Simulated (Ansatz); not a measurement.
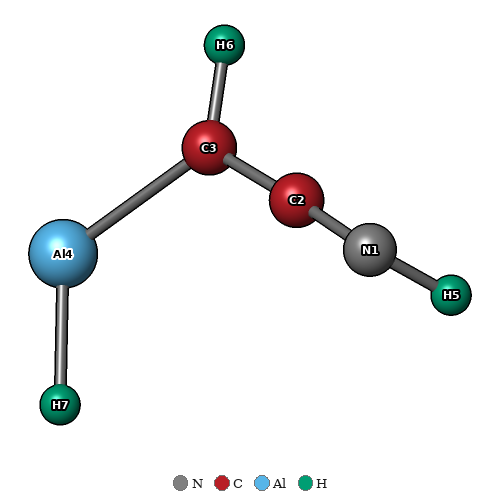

The system is C2H3AlN, SMILES N=C=[CH][AlH], spin multiplicity 2; the picture shows the reference structure. The first coordinate is: umbrella angle at C3 (between each of its bonds and their common axis; 90 is planar); the second: change of the bonds C3–C2, C3–Al4, C3–H6, all alike. Nothing is relaxed (all other coordinates rigid). Grid: 11 × 11 points. At 23 points there is no value. Points are written as (first, second). Energies: kcal/mol, counted from the lowest grid point. Theory: UHF/def2-TZVP (Ansatz 0.2.0).

Its coordinates:

```xyz
7

N    -1.7765   -0.3900   -0.1053
C    -0.6325   -0.3696    0.2593
C     0.5943   -0.2491    0.6853
Al    1.7709    1.0471   -0.1377
H    -2.0188   -1.0226   -0.8425
H     0.8722   -0.8905    1.5041
H     1.1904    1.8747   -1.3631
```

Range: umbrella angle at C3 (between each of its bonds and their common axis; 90 is planar) from 66.0 to 114.0°; change of the bonds C3–C2, C3–Al4, C3–H6, all alike from −0.158 to 0.245 Å.

### What will the energy surface look like?

The lowest grid point is at (90.0°, 0.003 Å). No other kind of well shows on this grid. The highest grid point, (66.0°, −0.158 Å), lies 69.5 kcal/mol above the lowest. Round the minimum the two coordinates are nearly uncoupled.

```tsv
second ↓, first →	66.0	70.8	75.6	80.4	85.2	90.0	94.8	99.6	104.4	109.2	114.0
0.245	59.3	57.6	56.6	55.9	55.4	55.3	55.4	55.8	56.4	57.2	58.8
0.204	47.5	–	43.2	–	41.4	–	41.3	–	42.9	–	46.8
0.164	37.0	33.7	31.3	29.7	28.8	28.4	28.7	29.5	31.0	33.2	36.3
0.124	28.1	–	21.0	–	17.8	17.4	17.7	–	20.7	–	27.3
0.083	21.1	16.3	12.8	10.3	8.9	8.3	8.8	10.1	12.4	15.7	20.3
0.043	17.0	–	7.5	–	3.0	–	2.9	4.4	7.1	–	16.1
0.003	16.4	10.3	5.8	2.6	0.7	0.0	0.5	2.3	5.3	9.6	15.5
−0.037	20.1	–	8.4	–	2.8	–	2.6	–	7.9	–	19.1
−0.078	29.5	22.2	16.8	12.9	10.7	9.8	10.5	12.6	16.2	21.4	28.4
−0.118	45.5	–	31.7	–	25.2	–	24.9	–	31.0	–	44.2
−0.158	69.5	61.1	54.9	50.5	47.9	47.0	47.7	50.0	54.1	60.1	68.2
```

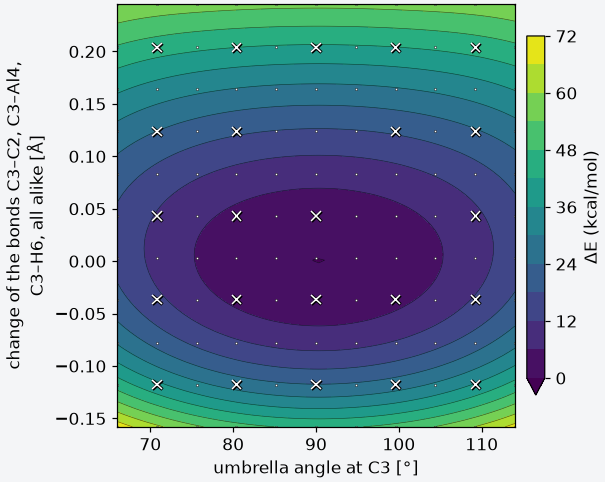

Drawn: filled contours, crosses at grid points without a value, dots at the grid points. Between grid points the surface is interpolated.

Each point was launched as `ansatz run input.yaml --threads 1 --pin off --max-ram 2560MiB --backend cpu --events-out ev --progress --plain --runs-dir out`. Time for the 98 points that were run: 14 min on 1 thread of Arm Neoverse V2, on a shared host.
